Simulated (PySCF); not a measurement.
# C3H10BP: electronic excitations at several levels of theory, part 2 of 2

PySCF 2.14.0. Atoms count from 0. Earlier steps stand in the parts before.

## 9. Excited states and response: wB97X-D/def2-SVPD

What the job is given:

```
{"job": {"kind": "uv", "xc": "wB97X-D", "basis": "def2-SVPD", "ip": true}, "charge": 0, "multiplicity": 1}
C     -1.804844     0.846004    -0.001095
C     -0.798328    -0.214616    -0.425218
B      0.744718     0.068323    -0.285097
C      1.764907    -1.115421    -0.471859
P      1.386690     1.750412     0.345775
H     -1.680436     1.118557     1.059346
H     -2.844130     0.507024    -0.131736
H     -1.689292     1.771205    -0.587349
H     -1.002706    -1.175608     0.085598
H     -0.934204    -0.467167    -1.497390
H      1.417183    -1.853947    -1.212275
H      2.794841    -0.817332    -0.716772
H      1.809578    -1.653895     0.494270
H      2.552011     1.911628    -0.452998
H      0.547328     2.667480    -0.343620
```

Method: TDDFT wB97X-D/def2-SVPD, vertical, gas phase, core orbitals frozen in the response.

The log of the run:

```text
coarse grid: 12168 points
cycle   1  E = -486.2129857917  dE =  2.364e-01  |g| = 2.842e-01  |ddm| = 4.781e+00
cycle   2  E = -486.2311794847  dE = -1.819e-02  |g| = 1.839e-01  |ddm| = 7.598e-01
cycle   3  E = -486.2400319457  dE = -8.852e-03  |g| = 2.538e-02  |ddm| = 2.941e-01
cycle   4  E = -486.2402892422  dE = -2.573e-04  |g| = 8.657e-03  |ddm| = 8.140e-02
cycle   5  E = -486.2403167118  dE = -2.747e-05  |g| = 2.167e-03  |ddm| = 2.137e-02
cycle   6  E = -486.2403190732  dE = -2.361e-06  |g| = 6.428e-04  |ddm| = 7.174e-03
final grid: 110480 points
cycle   7  E = -486.3011342995  dE = -8.637e-05  |g| = 3.316e-03  |ddm| = 1.383e-01
cycle   8  E = -486.3011373188  dE = -3.019e-06  |g| = 2.007e-03  |ddm| = 1.866e-02
cycle   9  E = -486.3011383433  dE = -1.024e-06  |g| = 3.733e-04  |ddm| = 4.237e-03
cycle  10  E = -486.3011384120  dE = -6.873e-08  |g| = 8.969e-05  |ddm| = 2.130e-03
cycle  11  E = -486.3011384155  dE = -3.451e-09  |g| = 3.175e-05  |ddm| = 3.684e-04
cycle  12  E = -486.3011384161  dE = -5.747e-10  |g| = 7.295e-06  |ddm| = 1.917e-04
converged SCF energy = -486.3011384161

Static polarisability (au): isotropic 79.753, principal 65.555 83.806 89.897

Singlet excitations
state   eV       nm        f      main configurations
  1   5.2611    235.7   0.06655   H->L 0.89
  2   6.3723    194.6   0.01457   H-1->L 0.68, H-2->L 0.25
  3   6.5706    188.7   0.06174   H->L+1 0.78
  4   6.6479    186.5   0.02067   H->L+2 0.79, H->L+3 0.10
  5   6.7191    184.5   0.07812   H-2->L 0.62, H-1->L 0.22
  6   7.6776    161.5   0.10682   H->L+5 0.35, H->L+4 0.24, H->L+6 0.18
  7   7.9882    155.2   0.04277   H->L+3 0.29, H->L+6 0.26, H->L+4 0.14
  8   8.1730    151.7   0.05337   H-3->L 0.74, H-1->L+1 0.16
  9   8.2250    150.7   0.00516   H-1->L+1 0.47, H-3->L 0.20, H->L+3 0.19
 10   8.4186    147.3   0.04676   H->L+6 0.30, H->L+3 0.25, H-1->L+1 0.12

Triplet excitations (Tamm-Dancoff, eV): 4.2898 5.8761 5.9066 6.1288
Vertical ionisation energy (delta-SCF) = 9.1645 eV
```

It took 48 s on 1 thread of Arm Neoverse V1, shared host; peak memory 0.87 GiB.

This run: HOMO -8.87 eV, LUMO 0.98 eV; lowest singlet 5.26 eV.

## 10. Excited states and response: LC-wPBE/def2-SVPD

The job, as its differences from that of step 9:

```diff
@@ -1,2 +1,2 @@
-{"job": {"kind": "uv", "xc": "wB97X-D", "basis": "def2-SVPD", "ip": true}, "charge": 0, "multiplicity": 1}
+{"job": {"kind": "uv", "xc": "LC-wPBE", "basis": "def2-SVPD", "ip": true}, "charge": 0, "multiplicity": 1}
 C     -1.804844     0.846004    -0.001095
```

Level: TDDFT LC-wPBE/def2-SVPD, vertical, gas phase, core orbitals frozen in the response.

The log of the run:

```text
coarse grid: 12168 points
cycle   1  E = -486.0497130335  dE =  3.266e-01  |g| = 2.567e-01  |ddm| = 4.712e+00
cycle   2  E = -486.0726489431  dE = -2.294e-02  |g| = 1.146e-01  |ddm| = 6.301e-01
cycle   3  E = -486.0762986773  dE = -3.650e-03  |g| = 3.543e-02  |ddm| = 2.388e-01
cycle   4  E = -486.0767848309  dE = -4.862e-04  |g| = 6.247e-03  |ddm| = 9.407e-02
cycle   5  E = -486.0768057498  dE = -2.092e-05  |g| = 2.246e-03  |ddm| = 2.055e-02
cycle   6  E = -486.0768090465  dE = -3.297e-06  |g| = 7.194e-04  |ddm| = 7.404e-03
final grid: 110480 points
cycle   7  E = -486.1521085168  dE = -3.051e-05  |g| = 3.946e-03  |ddm| = 8.883e-02
cycle   8  E = -486.1521111017  dE = -2.585e-06  |g| = 2.565e-03  |ddm| = 1.209e-02
cycle   9  E = -486.1521128578  dE = -1.756e-06  |g| = 2.166e-04  |ddm| = 4.206e-03
cycle  10  E = -486.1521128838  dE = -2.598e-08  |g| = 8.063e-05  |ddm| = 1.143e-03
cycle  11  E = -486.1521128870  dE = -3.231e-09  |g| = 2.373e-05  |ddm| = 2.550e-04
cycle  12  E = -486.1521128874  dE = -3.427e-10  |g| = 8.447e-06  |ddm| = 7.419e-05
converged SCF energy = -486.1521128874

Static polarisability (au): isotropic 77.688, principal 64.126 81.670 87.268

Singlet excitations
state   eV       nm        f      main configurations
  1   5.3829    230.3   0.06056   H->L 0.84, H-1->L 0.09
  2   6.5079    190.5   0.01437   H-1->L 0.52, H-2->L 0.39
  3   6.7828    182.8   0.02437   H->L+3 0.64, H->L+2 0.15, H->L+4 0.12
  4   6.8592    180.8   0.05564   H-2->L 0.46, H-1->L 0.26, H->L+1 0.10
  5   7.0087    176.9   0.10766   H->L+1 0.64, H->L+4 0.12
  6   7.8784    157.4   0.12519   H->L+6 0.35, H->L+7 0.25, H->L+5 0.14
  7   8.4120    147.4   0.02973   H->L+6 0.31, H-1->L+1 0.16, H->L+4 0.13
  8   8.6719    143.0   0.06854   H-3->L 0.71, H-1->L+1 0.13
  9   8.7563    141.6   0.01211   H-1->L+1 0.43, H-3->L 0.19, H->L+2 0.11
 10   8.9427    138.6   0.05931   H->L+2 0.33, H->L+6 0.13, H->L+5 0.11

Triplet excitations (Tamm-Dancoff, eV): 4.2683 5.7609 5.8526 6.0836
Vertical ionisation energy (delta-SCF) = 9.1923 eV
```

It took 66 s on 1 thread of Arm Neoverse V1, shared host; peak memory 0.84 GiB.

This run: HOMO -9.64 eV, LUMO 1.38 eV; lowest singlet 5.38 eV.

## 11. Excited states and response: PBE0/6-31G*

The job, as its differences from that of step 10:

```diff
@@ -1,2 +1,2 @@
-{"job": {"kind": "uv", "xc": "LC-wPBE", "basis": "def2-SVPD", "ip": true}, "charge": 0, "multiplicity": 1}
+{"job": {"kind": "uv", "xc": "PBE0", "basis": "6-31G*"}, "charge": 0, "multiplicity": 1}
 C     -1.804844     0.846004    -0.001095
```

Method: TDDFT PBE0/6-31G*, vertical, gas phase, core orbitals frozen in the response.

The log of the run:

```text
coarse grid: 12168 points
cycle   1  E = -486.2002151619  dE =  1.379e-01  |g| = 4.375e-01  |ddm| = 3.186e+00
cycle   2  E = -486.1916780763  dE =  8.537e-03  |g| = 4.740e-01  |ddm| = 9.451e-01
cycle   3  E = -486.2547003006  dE = -6.302e-02  |g| = 3.169e-02  |ddm| = 5.252e-01
cycle   4  E = -486.2549624887  dE = -2.622e-04  |g| = 1.651e-02  |ddm| = 6.731e-02
cycle   5  E = -486.2550547304  dE = -9.224e-05  |g| = 2.701e-03  |ddm| = 2.440e-02
cycle   6  E = -486.2550567388  dE = -2.008e-06  |g| = 5.832e-04  |ddm| = 3.446e-03
final grid: 110480 points
cycle   7  E = -486.2032630595  dE = -2.271e-05  |g| = 7.973e-03  |ddm| = 2.495e-02
cycle   8  E = -486.2032574280  dE =  5.632e-06  |g| = 9.173e-03  |ddm| = 1.729e-02
cycle   9  E = -486.2032813076  dE = -2.388e-05  |g| = 4.625e-04  |ddm| = 9.672e-03
cycle  10  E = -486.2032813738  dE = -6.625e-08  |g| = 1.313e-04  |ddm| = 8.273e-04
cycle  11  E = -486.2032813790  dE = -5.181e-09  |g| = 2.638e-05  |ddm| = 1.689e-04
cycle  12  E = -486.2032813792  dE = -1.947e-10  |g| = 6.132e-06  |ddm| = 3.903e-05
converged SCF energy = -486.2032813792

Static polarisability (au): isotropic 67.376, principal 51.298 71.223 79.606

Singlet excitations
state   eV       nm        f      main configurations
  1   5.1809    239.3   0.07484   H->L 0.91
  2   6.1972    200.1   0.01253   H-1->L 0.80, H-2->L 0.17
  3   6.6109    187.5   0.04779   H-2->L 0.79, H-1->L 0.14
  4   6.8084    182.1   0.01754   H->L+1 0.98
  5   7.7523    159.9   0.05702   H->L+2 0.85, H-3->L 0.11
  6   7.8242    158.5   0.04266   H-3->L 0.87, H->L+2 0.11
  7   8.1923    151.3   0.00374   H-4->L 0.94
  8   8.4911    146.0   0.00424   H-5->L 0.80, H-1->L+1 0.12
  9   8.5847    144.4   0.13704   H->L+3 0.80
 10   8.7660    141.4   0.10974   H-1->L+1 0.75, H->L+3 0.10

Triplet excitations (Tamm-Dancoff, eV): 4.0694 5.6208 5.8485 5.9641
```

It took 10 s on 1 thread of Arm Neoverse V1, shared host; peak memory 0.56 GiB.

This run: HOMO -6.88 eV, LUMO -0.60 eV; lowest singlet 5.18 eV.

## 12. Run by run: electronic excitations

Excitations and ground-state properties, with basis size and wall time:

```tsv
run	lowest singlet (eV)	brightest (eV)	f	gap (eV)	α (Å³)	μ (D)	functions	time
HF/def2-SVPD	5.88	8.09	0.143	11.49	11.13	1.32	184	13 s
LDA/def2-SVPD	4.69	4.69	0.062	4.07	12.68	1.06	184	58 s
PBE/def2-SVPD	4.74	4.74	0.064	4.15	12.44	1.05	184	78 s
B3LYP/def2-SVPD	5.00	7.60	0.076	5.77	12.05	1.07	184	44 s
PBE0/def2-SVPD	5.06	7.80	0.068	6.17	11.96	1.13	184	44 s
BHandHLYP/def2-SVPD	5.36	7.67	0.079	8.20	11.59	1.15	184	43 s
CAM-B3LYP/def2-SVPD	5.20	7.54	0.075	8.58	11.82	1.13	184	54 s
wB97X-D/def2-SVPD	5.26	7.68	0.107	9.84	11.82	1.21	184	48 s
LC-wPBE/def2-SVPD	5.38	7.88	0.125	11.02	11.51	1.26	184	66 s
PBE0/6-31G*	5.18	8.58	0.137	6.28	9.98	1.42	94	10 s
```

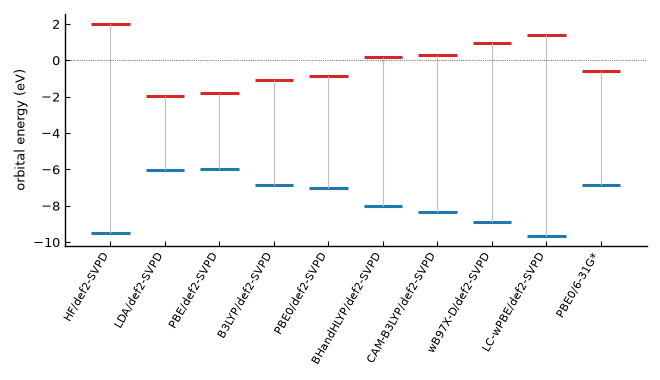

HOMO (blue) and LUMO (red) run by run.

## 13. Outcome

The summary covers parts 1 to 2.

| quantity | value |
| --- | --- |
| lowest singlet (HF/def2-SVPD) | 5.88 eV (211 nm), f = 0.068 |
| brightest single state of those computed | state 6, 8.09 eV, f = 0.143 |
| lowest triplet | 4.55 eV |
| vertical ionisation energy (ΔSCF) | 8.17 eV |
| range of the lowest singlet | 4.69 to 5.88 eV |

What this shows: Single values in the summary come from the first sound run of each kind (HF/def2-SVPD), which need not be the best level. The lowest singlet, at 5.88 eV, is HOMO→LUMO+1 0.74, HOMO−1→LUMO+1 0.14 and is bright; of the 10 states computed, the strongest absorption comes from state 6 at 8.09 eV. The lowest triplet lies 1.34 eV below the lowest singlet (triplets in Tamm-Dancoff, singlets in full TDDFT). At HF/def2-SVPD, the highest states lie near or above the ionisation energy, where they hang on the basis. ΔSCF puts the ionisation energy at 8.17 eV, 1.33 eV below −ε(HOMO). The lowest singlet runs from 4.69 eV (LDA/def2-SVPD) to 5.88 eV (HF/def2-SVPD), while the orbital gap spans 4.07 to 11.49 eV. The lowest state need not be the same one in every run. The runs solved for a few states only, so the brightest column depends on that window.
